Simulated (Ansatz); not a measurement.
**Exact exchange and the electronic atomisation energy of C2F3 (trifluorovinyl radical)**

C2F3 has 5 atoms, charge 0, and is taken as a doublet. As SMILES, `F[C]=C(F)F`. Geometry: relaxed at PBE0-D4/def2-TZVP.

The electronic atomisation energy y, in eV, basis aug-cc-pVDZ; a is the functional's share of exact exchange. Programs: Ansatz 0.2.0.

| functional | program | a | y (eV) |
| --- | --- | --- | --- |
| UBLYP | Ansatz | 0 | 19.96 |
| UPBE | Ansatz | 0 | 21.22 |
| UB3LYP | Ansatz | 0.2 | 19.45 |
| UPBE0 | Ansatz | 0.25 | ? |
| U-r2SCAN0 | Ansatz | 0.25 | 19.07 |
| UBHLYP | Ansatz | 0.5 | 17.90 |

Q: Fit y = c + s·a to the known rows and predict UPBE0.

A: 
1. Means of the 5 rows: a = 0.1900, y = 19.520.
2. Σ(Δa)² = 0.172, Σ(Δa·Δy) = -0.9365, so the slope is -0.9365/0.172 = -5.4448.
3. Intercept: 19.520 − (-5.4448) × 0.1900 = 20.555. The largest residual of the fit is 0.66.
4. UPBE0: 20.555 + (-5.4448) × 0.25 = 19.19 eV.

The run gave 19.97 eV, so the prediction is off by -0.78 eV, about the scatter of the fit. The rows mix families of semi-local functionals, which the line can't see.

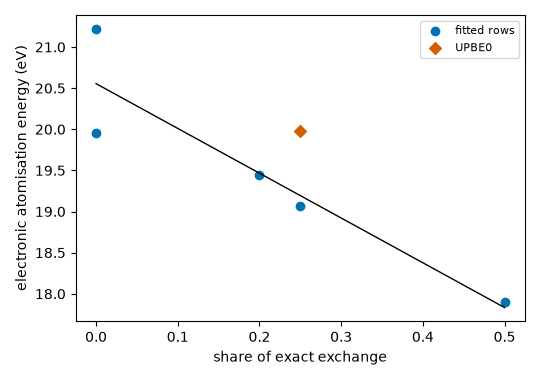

The fitted line, with the withheld row.
